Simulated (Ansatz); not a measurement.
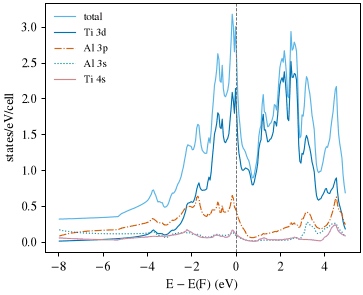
*Total and projected density of states of TiAl in space group P-6m2 (No. 187; Ti on 1a, Al on 1d), PBEsol in the plane-wave PAW code Ansatz*

**Question.** Which orbitals carry the states next to the Fermi level?

**Answer.** Within 0.5 eV of the Fermi level: Ti 3d 70 %, Al 3p 18 %. Projections are on Löwdin-orthogonalised atomic valence shells; empty p or d shells of many metals are not among them.

The workflow started from a Materials Project entry (that database holds measured and hypothetical structures alike); the Crystallography Open Database copy checked does not list it. With Ti and Al taken as one species the cell has the higher symmetry P6_3/mmc, so it may be an ordered model of a mixed-site phase. It is not the phase usual at ambient conditions (space group No. 123). The cell was relaxed with PBEsol under the symmetry of its start; whether a distortion lowers the energy is not shown. No spin polarisation was allowed.

Potentials: the earlier of the program's two PAW sets. The files were generated under PBE; for other functionals the program regenerates the frozen cores, and for LDA and PBEsol the local potential too.
